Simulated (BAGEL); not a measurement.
# doublet [GeHCl3]+ at 4 levels

Wanted: a comparison of 4 runs (UHF/STO-3G, UHF/3-21G, ROHF/cc-pVDZ, ROHF/6-31G*) of doublet [GeHCl3]+. 

The results are computed with BAGEL 1.2.2.

2 further runs of the same task are left out: 2 set aside as unsound or not needed.

## 1. Starting point

The species is [GeHCl3]+ (5 atoms), meant as a doublet with charge +1. As SMILES of the parent species, `[Cl][GeH]([Cl])[Cl]`. The shape is that of a PBE0-D4/def2-TZVP optimisation. That shape belongs to the parent species and isn't relaxed for this state.

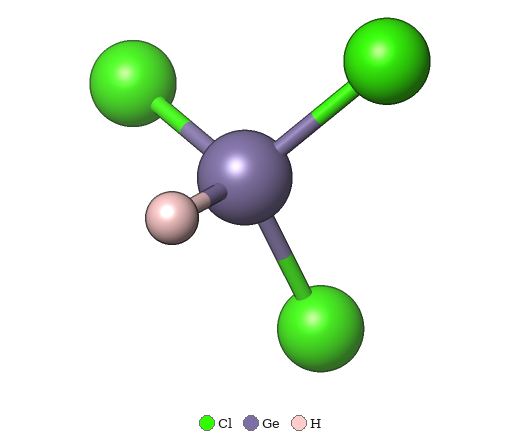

The structure, seen from a chosen angle (chlorine green, germanium purple, hydrogen pink).

## 2. The energy at UHF/STO-3G (density fitting with qzvpp-jkfit) (run 1)

Contents of hf.json:

```json
{ "bagel": [

{
  "title": "molecule",
  "basis": "sto-3g",
  "df_basis": "qzvpp-jkfit",
  "angstrom": true,
  "geometry": [
    { "atom": "Cl", "xyz": [   -1.177700,   -0.012800,    1.700700 ] },
    { "atom": "Ge", "xyz": [    0.102400,    0.090600,    0.006200 ] },
    { "atom": "Cl", "xyz": [    1.117900,   -1.767600,   -0.185300 ] },
    { "atom": "Cl", "xyz": [   -1.095100,    0.385600,   -1.725800 ] },
    { "atom": "H", "xyz": [    1.102600,    1.230700,    0.163000 ] }
  ]
},
{
  "title": "uhf",
  "charge": 1,
  "nopen": 1
},
{
  "title": "print",
  "file": "orbitals.molden",
  "orbitals": true
}

]}
```

Launch:

```bash
$ BAGEL_NUM_THREADS=1 BAGEL hf.json > hf.out
```

The log of the run:

```text
* using 1 threads per process

  ===============================================================
  ===============================================================

  *** Geometry ***

  { "atom" : "Cl", "xyz" : [     -2.225530,     -0.024188,      3.213857 ] },
  { "atom" : "Ge", "xyz" : [      0.193508,      0.171209,      0.011716 ] },
  { "atom" : "Cl", "xyz" : [      2.112525,     -3.340280,     -0.350166 ] },
  { "atom" : "Cl", "xyz" : [     -2.069439,      0.728678,     -3.261289 ] },
  { "atom" : "H", "xyz" : [      2.083612,      2.325686,      0.308025 ] },

  Number of auxiliary basis functions:      668

  Since a DF basis is specified, we compute 2- and 3-index integrals:
    o Being stored without compression. Storage requirement is 0.011 GB

  Number of basis functions:       46
  Number of electrons      :       84

    * METHOD: MOLECULE                             0.32

  *** Open-shell HF ***

  === Nuclear Repulsion ===
   559.1855802501

      * DIIS with orbital gradients will be used.

  === UHF iteration (sto-3g) ===
      0      -3415.64972247          0.02292255           0.19
      1      -3415.82468110          0.00734777           0.19
      2      -3415.84005893          0.00170672           0.19
[... 45 lines of this table left out ...]
     48      -3415.84259730          0.00000001           0.18
    * SCF iteration converged.

    * S^2 (UHF) is 0.7815

    * Permanent dipole moment:
           (   -0.753363,    -0.858736,    -0.117798) a.u.

    * METHOD: UHF                                  9.24

    * METHOD: PRINT                                0.00

  ===============================================================
```

It took 9.9 s on 1 thread of Arm Neoverse V2, shared host.

## 3. The energy at UHF/3-21G (density fitting with qzvpp-jkfit) (run 2)

Contents of input.json:

```json
{ "bagel": [

{
  "title": "molecule",
  "basis": "3-21g",
  "df_basis": "qzvpp-jkfit",
  "angstrom": "true",
  "geometry": [
    { "atom": "Cl", "xyz": [      -1.177700,      -0.012800,       1.700700 ] },
    { "atom": "Ge", "xyz": [       0.102400,       0.090600,       0.006200 ] },
    { "atom": "Cl", "xyz": [       1.117900,      -1.767600,      -0.185300 ] },
    { "atom": "Cl", "xyz": [      -1.095100,       0.385600,      -1.725800 ] },
    { "atom": "H", "xyz": [       1.102600,       1.230700,       0.163000 ] }
  ]
},

{ "title": "uhf", "charge": 1, "nopen": 1 },

{ "title": "print", "file": "orbitals.molden", "orbitals": "true" }

]}
```

Launch:

```bash
$ BAGEL_NUM_THREADS=1 BAGEL input.json > input.out
```

The log of the run:

```text
* using 1 threads per process

  ===============================================================
  ===============================================================

  *** Geometry ***

  { "atom" : "Cl", "xyz" : [     -2.225530,     -0.024188,      3.213857 ] },
  { "atom" : "Ge", "xyz" : [      0.193508,      0.171209,      0.011716 ] },
  { "atom" : "Cl", "xyz" : [      2.112525,     -3.340280,     -0.350166 ] },
  { "atom" : "Cl", "xyz" : [     -2.069439,      0.728678,     -3.261289 ] },
  { "atom" : "H", "xyz" : [      2.083612,      2.325686,      0.308025 ] },

  Number of auxiliary basis functions:      668

  Since a DF basis is specified, we compute 2- and 3-index integrals:
    o Being stored without compression. Storage requirement is 0.021 GB

  Number of basis functions:       63
  Number of electrons      :       84

    * METHOD: MOLECULE                             0.33

  *** Open-shell HF ***

  === Nuclear Repulsion ===
   559.1855802501

      * DIIS with orbital gradients will be used.

  === UHF iteration (3-21g) ===
      0      -3437.30519267          0.02372517           0.26
      1      -3437.43817491          0.01135297           0.25
      2      -3437.46038680          0.00496934           0.26
[... 28 lines of this table left out ...]
     31      -3437.46657398          0.00000001           0.25
    * SCF iteration converged.

    * S^2 (UHF) is 0.7986

    * Permanent dipole moment:
           (   -0.833497,    -0.950071,    -0.130361) a.u.

    * METHOD: UHF                                  8.68

    * METHOD: PRINT                                0.01

  ===============================================================
```

It took 9.3 s on 1 thread of Arm Neoverse V2, shared host.

## 4. The energy at ROHF/cc-pVDZ (density fitting with qzvpp-jkfit) (run 3)

input.json: that of step 3 with these lines changed.

```diff
@@ -4,3 +4,3 @@
   "title": "molecule",
-  "basis": "3-21g",
+  "basis": "cc-pvdz.json",
   "df_basis": "qzvpp-jkfit",
@@ -16,5 +16,13 @@
 
-{ "title": "uhf", "charge": 1, "nopen": 1 },
+{
+  "title": "rohf",
+  "charge": 1,
+  "nopen": 1
+},
 
-{ "title": "print", "file": "orbitals.molden", "orbitals": "true" }
+{
+  "title": "print",
+  "file": "orbitals.molden",
+  "orbitals": "true"
+}
```

The basis set cc-pVDZ is read from a file made from the Basis Set Exchange's data (not shown).

Launch:

```bash
$ BAGEL_NUM_THREADS=1 BAGEL input.json > input.out
```

The log of the run:

```text
* using 1 threads per process

  ===============================================================
  ===============================================================

  *** Geometry ***

  { "atom" : "Cl", "xyz" : [     -2.225530,     -0.024188,      3.213857 ] },
  { "atom" : "Ge", "xyz" : [      0.193508,      0.171209,      0.011716 ] },
  { "atom" : "Cl", "xyz" : [      2.112525,     -3.340280,     -0.350166 ] },
  { "atom" : "Cl", "xyz" : [     -2.069439,      0.728678,     -3.261289 ] },
  { "atom" : "H", "xyz" : [      2.083612,      2.325686,      0.308025 ] },

  Number of auxiliary basis functions:      668

  Since a DF basis is specified, we compute 2- and 3-index integrals:
    o Being stored without compression. Storage requirement is 0.040 GB

  Number of basis functions:       86
  Number of electrons      :       84

    * METHOD: MOLECULE                             0.42

  *** Open-shell HF ***

  === Nuclear Repulsion ===
   559.1855802501

      * DIIS with orbital gradients will be used.

  === ROHF iteration (cc-pvdz.json) ===
      0      -3453.93406385          0.02495158           0.40
      1      -3454.04299860          0.01673331           0.38
      2      -3454.08029828          0.01046162           0.39
[... 38 lines of this table left out ...]
     41      -3454.10299807          0.00000001           0.39
    * SCF iteration converged.

    * S^2 (ROHF) is 0.7500

    * Permanent dipole moment:
           (   -0.655231,    -0.746854,    -0.102412) a.u.

    * METHOD: ROHF                                16.54

    * METHOD: PRINT                                0.01

  ===============================================================
```

Run time: 17 s. Hardware: 1 thread of Arm Neoverse V2, shared host; peak memory 0.18 GiB.

## 5. The energy at ROHF/6-31G(d) (density fitting with qzvpp-jkfit, spherical functions) (run 4)

input.json: that of step 4 with these lines changed.

```diff
@@ -4,5 +4,5 @@
   "title": "molecule",
-  "basis": "cc-pvdz.json",
+  "basis": "6-31gs.json",
   "df_basis": "qzvpp-jkfit",
-  "angstrom": "true",
+  "angstrom": true,
   "geometry": [
@@ -16,13 +16,5 @@
 
-{
-  "title": "rohf",
-  "charge": 1,
-  "nopen": 1
-},
+{ "title": "rohf", "charge": 1, "nopen": 1 },
 
-{
-  "title": "print",
-  "file": "orbitals.molden",
-  "orbitals": "true"
-}
+{ "title": "print", "file": "orbitals.molden", "orbitals": true }
```

The basis set 6-31G* is read from a file made from the Basis Set Exchange's data (not shown).

Launch:

```bash
$ BAGEL_NUM_THREADS=1 BAGEL input.json > input.out
```

The log of the run:

```text
* using 1 threads per process

  ===============================================================
  ===============================================================

  *** Geometry ***

  { "atom" : "Cl", "xyz" : [     -2.225530,     -0.024188,      3.213857 ] },
  { "atom" : "Ge", "xyz" : [      0.193508,      0.171209,      0.011716 ] },
  { "atom" : "Cl", "xyz" : [      2.112525,     -3.340280,     -0.350166 ] },
  { "atom" : "Cl", "xyz" : [     -2.069439,      0.728678,     -3.261289 ] },
  { "atom" : "H", "xyz" : [      2.083612,      2.325686,      0.308025 ] },

  Number of auxiliary basis functions:      668

  Since a DF basis is specified, we compute 2- and 3-index integrals:
    o Being stored without compression. Storage requirement is 0.041 GB

  Number of basis functions:       88
  Number of electrons      :       84

    * METHOD: MOLECULE                             0.46

  *** Open-shell HF ***

  === Nuclear Repulsion ===
   559.1855802501

      * DIIS with orbital gradients will be used.

  === ROHF iteration (6-31gs.json) ===
      0      -3453.64319055          0.02002704           0.41
      1      -3453.73038901          0.01418392           0.40
      2      -3453.75422721          0.00983073           0.39
[... 26 lines of this table left out ...]
     29      -3453.77028910          0.00000001           0.39
    * SCF iteration converged.

    * S^2 (ROHF) is 0.7500

    * Permanent dipole moment:
           (   -0.625341,    -0.712803,    -0.097782) a.u.

    * METHOD: ROHF                                12.13

    * METHOD: PRINT                                0.01

  ===============================================================
```

Run time: 13 s. Hardware: 1 thread of Arm Neoverse V2, shared host; peak memory 0.19 GiB.

## 6. All runs side by side

| run | level | energy (Eh) | ⟨S²⟩ | wall time |
| --- | --- | --- | --- | --- |
| 1 | UHF/STO-3G (density fitting with qzvpp-jkfit) | -3415.842597 | 0.781 | 9.9 s |
| 2 | UHF/3-21G (density fitting with qzvpp-jkfit) | -3437.466574 | 0.799 | 9.3 s |
| 3 | ROHF/cc-pVDZ (density fitting with qzvpp-jkfit) | -3454.102998 | 0.750 | 17 s |
| 4 | ROHF/6-31G* (density fitting with qzvpp-jkfit, spherical functions) | -3453.770289 | 0.750 | 13 s |

## 7. Results

```
           quantity           value
run 4: total energy  -3453.77029 Eh
        run 4: ⟨S²⟩           0.750
```

**Reading.** In run 1 the basis is minimal, so the values are rough. All runs together took 50 s, the longest 17 s.
